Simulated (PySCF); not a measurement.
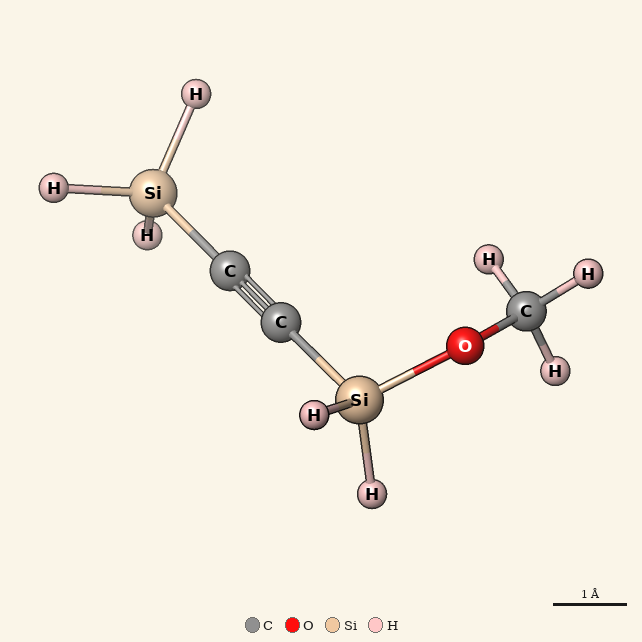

Distant atoms are faded towards the background colour. The geometry was computed by an optimisation with PBE0-D3(BJ)/def2-SVP. No frequency run is at hand to confirm it as a minimum. Masses are those of the most abundant isotopes; constants are for the rigid equilibrium geometry.

### Classify the rotor and give the rotational constants (MHz).

An asymmetric top (C1): A = 5252, B = 811, C = 724 MHz. Ray's parameter κ is −0.96, close to the prolate limit.
